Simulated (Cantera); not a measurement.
Input: 1 mol NF3, 0.13 mol O2, 21 mol N2, at 18.0 Pa.

Method: chemical equilibrium by Gibbs-energy minimisation in Cantera with the NASA 1993 tables (ideal gas, pure condensed phases). Ions and electrons are included (thermal ionisation). Kinetics and transport are ignored.

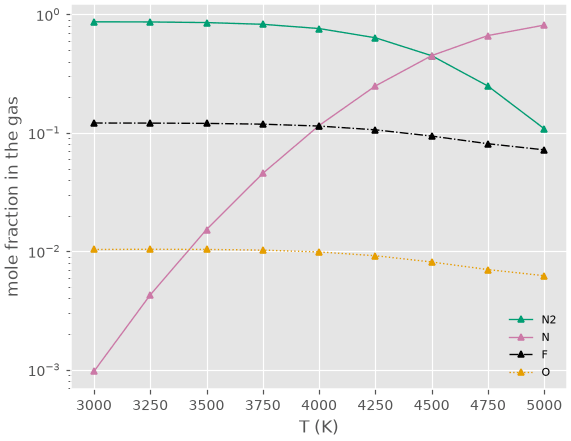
Fig. 1. Equilibrium gas composition (values under 1e-9 drawn at 1e-9)

From 3000 K to 5000 K nothing is condensed.
